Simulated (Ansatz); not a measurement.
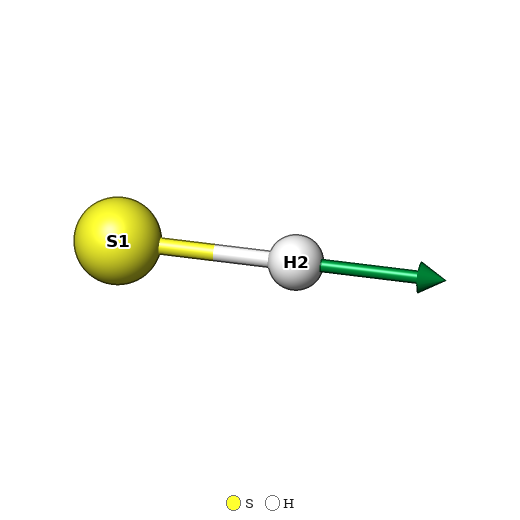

The arrows show one normal mode. State: neutral, doublet. Harmonic vibrations computed with UKS PBE0-D4/def2-TZVP (Ansatz 0.2.0) at a stationary point of the same level.

Q: What kind of motion is it?

A: Mostly S–H stretching.

Q: At what wavenumber does it lie?

A: 2704 cm⁻¹; it is mode 1 of 1 counted from the lowest.
